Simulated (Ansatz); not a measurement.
Input

```
crystal:
  periodic: [false, false, false]
  atoms:
    - {symbol: F, position_ang: [-0.433502, 1.551466, 1.752570]}
    - {symbol: C, position_ang: [-0.196408, 0.702586, 0.786851]}
    - {symbol: C, position_ang: [0.742705, -0.249085, 0.649908]}
    - {symbol: Si, position_ang: [-0.102300, -0.513889, -0.942303]}
    - {symbol: O, position_ang: [-1.035189, 0.785766, -0.263916]}
    - {symbol: H, position_ang: [1.530625, -0.532563, 1.323245]}
    - {symbol: H, position_ang: [0.535151, -0.092161, -2.209383]}
    - {symbol: H, position_ang: [-0.948983, -1.709119, -1.152571]}
basis:
  gaussian: {orbitals: def2-TZVPP}
hamiltonian: {xc: pbe0, dispersion: d4}
output: {orbitals: {seedname: orbitals}}
```

Launched as:

```sh
ansatz run in.yaml --threads 2 --pin off --events-out ev --progress --plain --max-ram 4352MiB
```

Geometry: PBE0-D4/def2-TZVP.

These are results of RKS PBE0-D4/def2-TZVPP (Ansatz), not measurements.

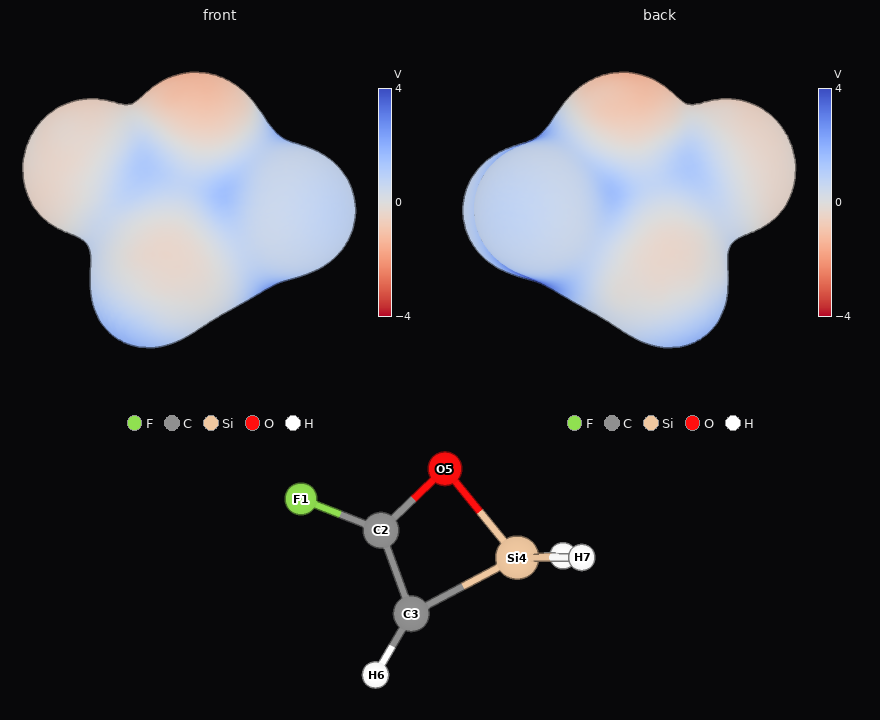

C₂H₃FOSi. The electrostatic potential painted on the density surface at 0.004 e/bohr³, seen from the front and from behind; red is negative and blue positive. The bare structure is drawn below in the same view.

Where is the surface potential most negative and most positive?

Answer. The most negative region (about −1.3 V) lies over O5, the most positive (about +3.2 V) over Si4. O5 is the likeliest acceptor of a hydrogen bond.
